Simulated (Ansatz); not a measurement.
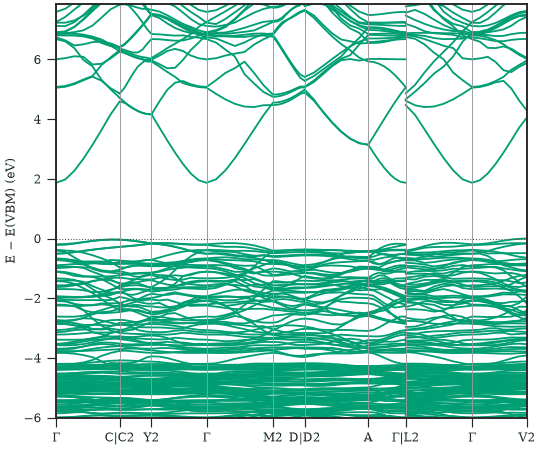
Figure: Band structure from r²SCAN (plane waves, PAW; program Ansatz)

Question: Read off the gap and where the band edges lie.

Answer: About 1.9 eV (1.87 eV by a search for the band edges); maximum at V2, minimum at Γ.

Question: Pick the material that matches.
(A) NaMoO2, C2/m (Na on 2d, Mo on 2a, O on 4i)
(B) Ga2O3, C2/m (Pearson symbol mS20)
(C) NaNiO2, C2/m (Na on 2d, Ni on 2a, O on 4i)
(D) MgZn3O4, C2 (Pearson symbol mS64)

Answer: D, MgZn3O4, C2 (Pearson symbol mS64)

The start of the workflow was typed in or built on a structure type; neither database checked (COD, Materials Project) lists it. Whether it is the stable phase at ambient conditions was not checked. The cell was relaxed with r²SCAN under the symmetry of its start; its stability against distortions is not shown here.

Potentials: the later of the program's two PAW sets.
